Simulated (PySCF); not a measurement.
| atom | x (Å) | y (Å) | z (Å) |
| --- | --- | --- | --- |
| Si | 0.0000 | 0.0000 | -1.0892 |
| P | 0.0000 | 0.0000 | 0.9838 |

These are results of PBE0/def2-TZVP, non-relativistic Hamiltonian with scalar-relativistic core potentials where named, at a bond length of 2.073 Å in PySCF 2.14.0, not measurements.

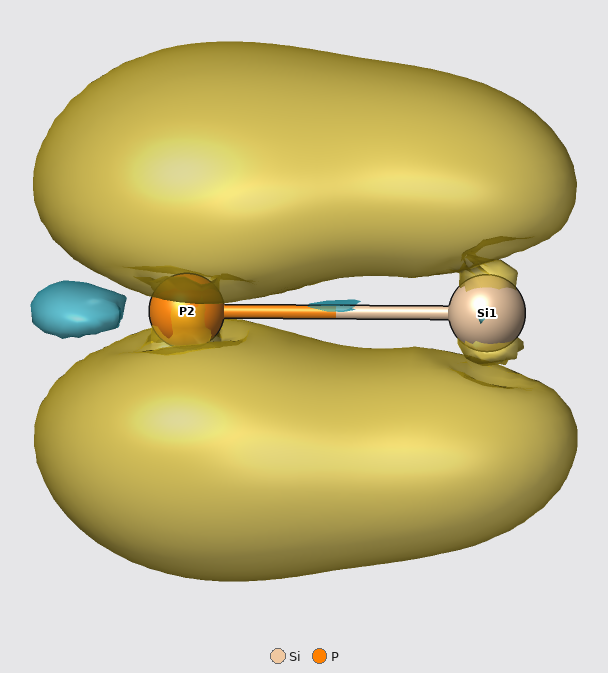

SiP (doublet). Isosurfaces of the spin density (α minus β) at +0.015 (yellow) and −0.015 e/Å³ (cyan), seen from one side.

Describe the spin distribution.

Answer. The unpaired spin (1 electron) lies mostly on P2 (about 0.7) and Si1 (about 0.3), in electrons by Hirshfeld's partition.
